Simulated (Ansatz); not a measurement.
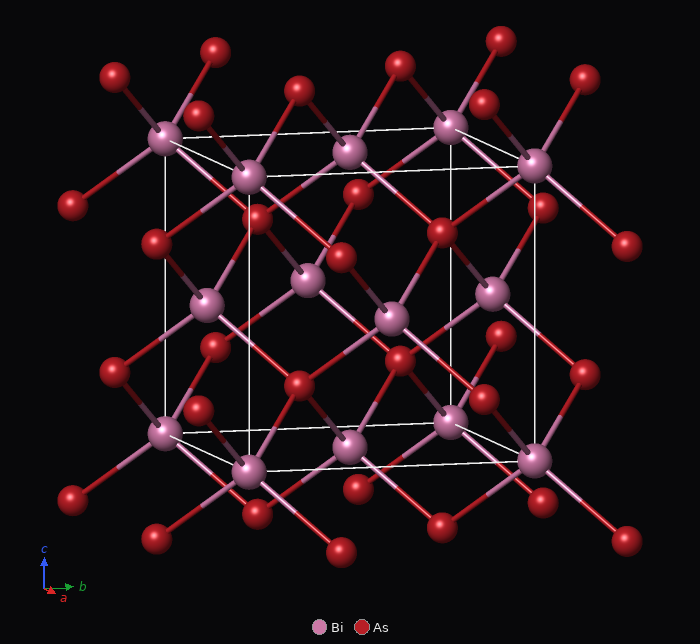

System BiAs (space group F-43m, No. 216); source of the atomic positions: coordinates from a relaxation with Ansatz, DFT, PBE, PAW with Ansatz's default frozen-core files, scalar-relativistic; the starting structure was generated, so it need not be a known form of this composition.

Bonds are taken as As–Bi below 3.3 Å. Atoms with one bond or none are removed and atoms with two bonds are replaced by edges, until no such atom is left.

**What kind of net remains, and which atoms are its nodes?**

A uninodal 4-connected, three-periodic net: Bi and As are 4-connected nodes.

**Name the underlying net.**

It is the dia net, known from diamond, zinc blende and cristobalite.

**Is the net interpenetrated?**

It is a single net, without interpenetration.

**How many nodes does the smallest cycle have?**

Six.

The simplified net, drawn on the atoms' positions. Nodes are coloured by element. Short stubs are edges that leave the cut-out.

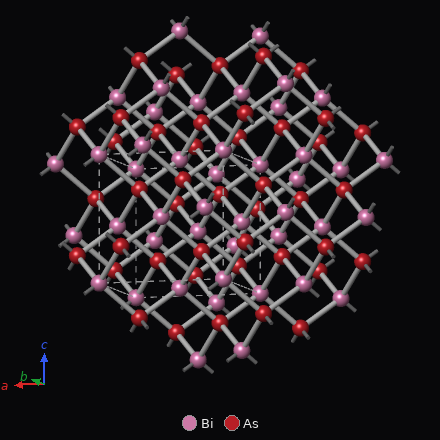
